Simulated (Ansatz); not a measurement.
**CH8InNSi: frequency calculation**

- system: CH8InNSi, SMILES C[N]([SiH3])[InH2]
- method: RKS PBE0-D4/def2-TZVP (Ansatz 0.2.0)

The geometry comes from this level: PBE0-D4/def2-TZVP. Figures and captions count atoms from 1; the log counts them from 0 in places.

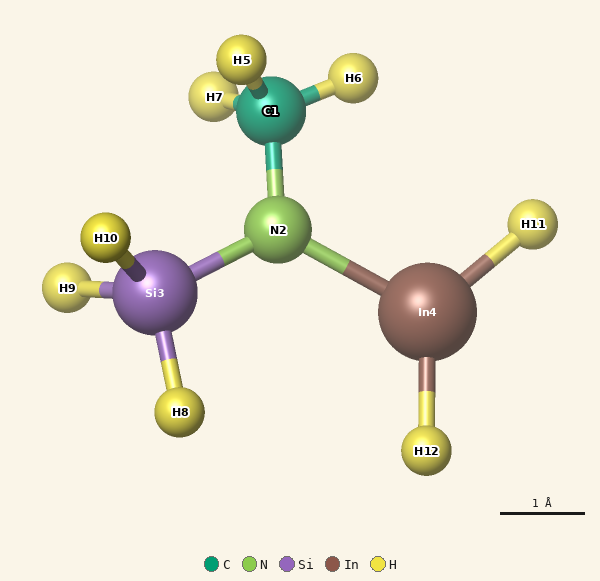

The structure (ball-and-stick view, seen at a tilt; atoms are numbered from 1 in the order of the input). Sticks mark near contacts. Bond lengths as drawn: C–H 1.09 to 1.10 Å, C–N 1.46 Å, H–In 1.71 Å, H–Si 1.49 Å, In–N 2.04 Å and N–Si 1.72 Å.

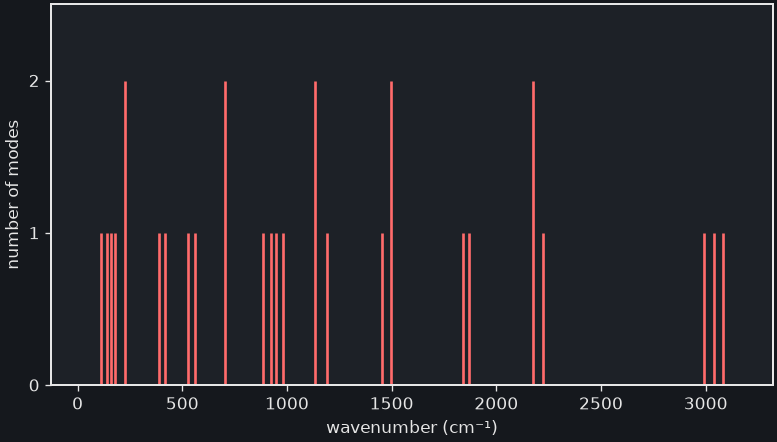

Harmonic vibrational wavenumbers from the force constants; neighbouring modes closer than 14 cm⁻¹ are counted in one stick. 30 modes from 112 to 3084 cm⁻¹, none imaginary.

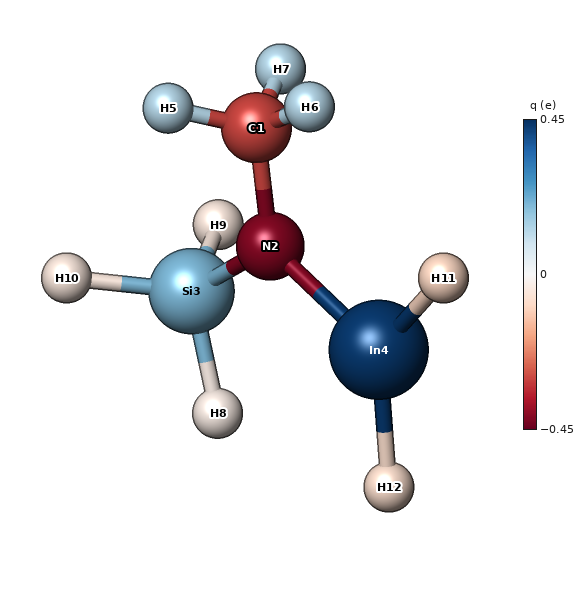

Mulliken charges, as the colour of each atom (ball-and-stick view, seen at a tilt; atoms are numbered from 1 in the order of the input; Mulliken charges depend strongly on the basis). By element: C −0.30, N −0.41, Si +0.20, In +0.43 and H −0.09 to +0.13 e.

The input that produced these results follows, with the program's output.

**Input file**
```yaml
crystal:
  periodic: [false, false, false]
  atoms:
    - {symbol: C, position_ang: [-0.229467, 1.356802, -0.589463]}
    - {symbol: N, position_ang: [-0.051495, 0.004253, -0.079025]}
    - {symbol: Si, position_ang: [0.876322, -0.158650, 1.357760]}
    - {symbol: In, position_ang: [-0.883038, -1.578727, -1.058734]}
    - {symbol: H, position_ang: [0.730563, 1.833763, -0.827805]}
    - {symbol: H, position_ang: [-0.827567, 1.363960, -1.505347]}
    - {symbol: H, position_ang: [-0.741880, 2.003548, 0.135172]}
    - {symbol: H, position_ang: [0.939232, -1.602243, 1.709351]}
    - {symbol: H, position_ang: [0.278368, 0.597522, 2.499625]}
    - {symbol: H, position_ang: [2.265713, 0.365198, 1.189364]}
    - {symbol: H, position_ang: [-1.739383, -1.064019, -2.452621]}
    - {symbol: H, position_ang: [-0.617368, -3.121397, -0.378276]}
basis:
  gaussian: {orbitals: def2-TZVP}
hamiltonian: {xc: pbe0, dispersion: d4}
phonons: {temperatures: {t_min: 298.15, t_max: 900, t_step: 200}}
```

Launched with:
```bash
ansatz run in.yaml --threads 4 --pin off --events-out ev --progress --plain --max-ram 10444MiB
```

**The program's output**
```
Functional definition: PBE0
  name "PBE0"
  cite "Adamo & Barone, J. Chem. Phys. 110, 6158 (1999) doi:10.1063/1.478522"
  cite "Perdew, Burke & Ernzerhof, Phys. Rev. Lett. 77, 3865 (1996) doi:10.1103/PhysRevLett.77.3865"
  parent pbe
  parameter a = 0.25
  parameter kappa = 0.804
  parameter beta = 0.06672455060314922
  exchange = (1 - a)*pbe_x(kappa = kappa, mu = beta*pi^2/3) + a*exact_x
  correlation = pbe_c(beta = beta)
1436 factors; their error is unknown
mean field evaluation 1: about -15693.8109 eV, gradient 6.6e1 eV
mean field evaluation 2: about -15643.5398 eV, gradient 1.4e2 eV
mean field evaluation 4: about -15703.1249 eV, gradient 9.2e0 eV
mean field evaluation 8: about -15703.3798 eV, gradient 3.5e-1 eV
mean field evaluation 16: about -15703.3800 eV, gradient 2.7e-5 eV
mean field -15703.37996971 eV, -577.0885697537 hartree, gradient 2.7e-5 eV, S^2 0.000000; 0 other end points of the search recorded, 0 dependent functions left out
the calculation of the forces begins
reference -15703.38001576 eV, -577.0885714458 hartree; 28, 28 occupied and 169, 169 virtual orbitals, 1436 factors
these checks for a lower state are left out or cut short: stability, starts, cluster_reference, orbital_swaps, neighbouring_geometries, increment
1436 factors; their error is unknown
mean field -15703.37979749 eV, -577.0885634245 hartree, gradient 1.8e-6 eV, S^2 0.000000; 0 other end points of the search recorded, 0 dependent functions left out
[... from here on the field's lines of each further geometry are left out, up to the last ...]
the calculation of the forces begins
reference -15703.38000529 eV, -577.0885710610 hartree; 28, 28 occupied and 169, 169 virtual orbitals, 1436 factors
these checks for a lower state are left out or cut short: stability, starts, cluster_reference, orbital_swaps, neighbouring_geometries, increment
1436 factors; their error is unknown
mean field evaluation 480: about -15703.3061 eV, gradient 1.3e-4 eV
mean field -15703.37996328 eV, -577.0885695172 hartree, gradient 1.8e-6 eV, S^2 0.000000; 0 other end points of the search recorded, 0 dependent functions left out
the calculation of the forces begins
reference -15703.38000933 eV, -577.0885712095 hartree; 28, 28 occupied and 169, 169 virtual orbitals, 1436 factors
Total energy: -15703.61752831 eV, -577.0972998712 hartree
Atom 0 at    -0.229467     1.356802    -0.589463 Å, force    -0.000021     0.000061    -0.000296 eV/Å
Atom 1 at    -0.051495     0.004253    -0.079025 Å, force    -0.000133     0.000060    -0.000180 eV/Å
Atom 2 at     0.876322    -0.158650     1.357760 Å, force     0.000071    -0.000132     0.000475 eV/Å
Atom 3 at    -0.883038    -1.578727    -1.058734 Å, force    -0.000028     0.000010    -0.000137 eV/Å
Atom 4 at     0.730563     1.833763    -0.827805 Å, force     0.000026    -0.000116    -0.000141 eV/Å
Atom 5 at    -0.827567     1.363960    -1.505347 Å, force    -0.000204    -0.000033     0.000124 eV/Å
Atom 6 at    -0.741880     2.003548     0.135172 Å, force     0.000250     0.000138     0.000126 eV/Å
Atom 7 at     0.939232    -1.602243     1.709351 Å, force     0.000034    -0.000064     0.000018 eV/Å
Atom 8 at     0.278368     0.597522     2.499625 Å, force    -0.000037     0.000082     0.000010 eV/Å
Atom 9 at     2.265713     0.365198     1.189364 Å, force     0.000020     0.000104     0.000096 eV/Å
Atom 10 at    -1.739383    -1.064019    -2.452621 Å, force    -0.000093     0.000015    -0.000027 eV/Å
Atom 11 at    -0.617368    -3.121397    -0.378276 Å, force     0.000114    -0.000126    -0.000070 eV/Å
Dipole moment:    -0.146276    -0.022223    -0.217765 e Å
Vibrations: 112.30 140.34 157.94 180.84 225.18 225.51 386.81 419.53 525.33 560.44 698.37 712.19 883.20 925.45 949.56 979.97 1133.29 1135.56 1192.32 1455.73 1488.30 1501.43 1840.72 1869.31 2170.77 2183.37 2222.71 2991.40 3037.48 3083.78 cm⁻¹, zero-point energy 2.193845 eV
```

**Summary**

```json
{"quantity": "outcome", "value": "converged"}
{"quantity": "total energy", "value": "−15703.6175 eV"}
{"quantity": "mean-field energy", "value": "−15703.3800 eV"}
{"quantity": "dispersion energy", "value": "−0.2375 eV"}
{"quantity": "largest force (length of the vector)", "value": "under 0.001 eV/Å"}
{"quantity": "dipole moment", "value": "1.26 D"}
{"quantity": "hardware", "value": "4 threads of Arm Neoverse V1, 23 GiB of memory available, shared host"}
{"quantity": "wall time", "value": "4 min (CPU time 15 min)"}
{"quantity": "peak memory", "value": "0.55 GiB"}
```
